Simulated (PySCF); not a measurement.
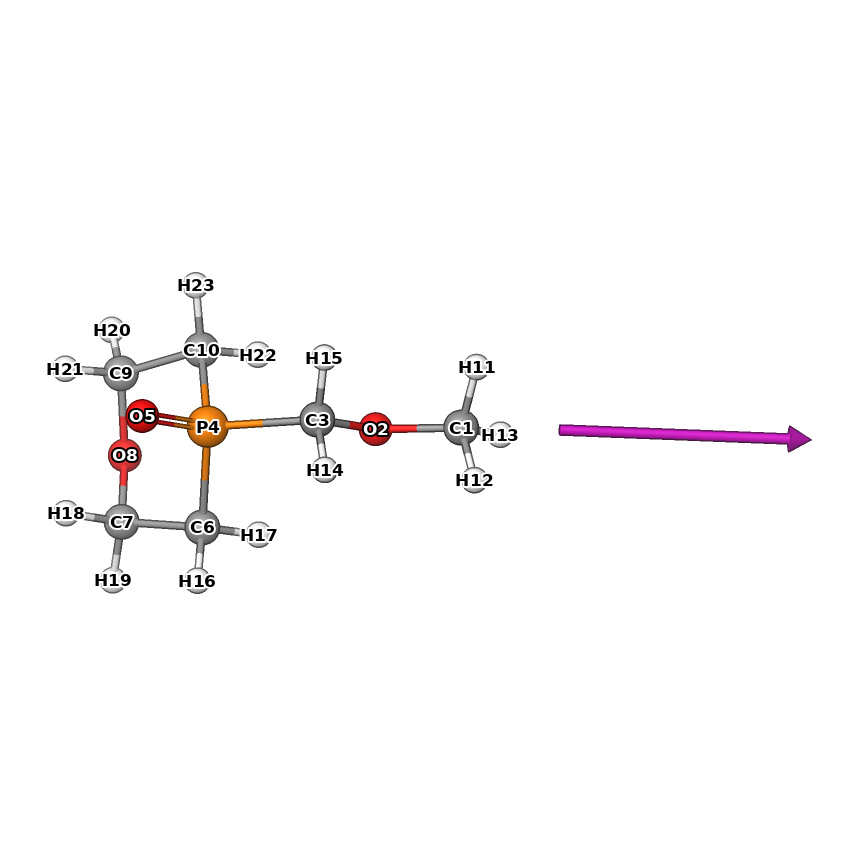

The arrow beside the molecule shows the direction of the dipole moment, from the negative to the positive end (its length means nothing). The geometry was computed by an optimisation with GFN2-xTB. No frequency run is at hand to confirm it as a minimum. Level of theory: PBE0/pcSseg-1, gas phase (PySCF 2.14.0).

Estimate the dipole moment.

Answer. 3.52 D; it points from the side of H18, H21 to the side of H13 (the outermost atoms at the two ends).

The geometry is semi-empirical. Around P such bond lengths and angles can be off by a tenth of an ångström or more and by several degrees, and values that hang on the shape move with them.
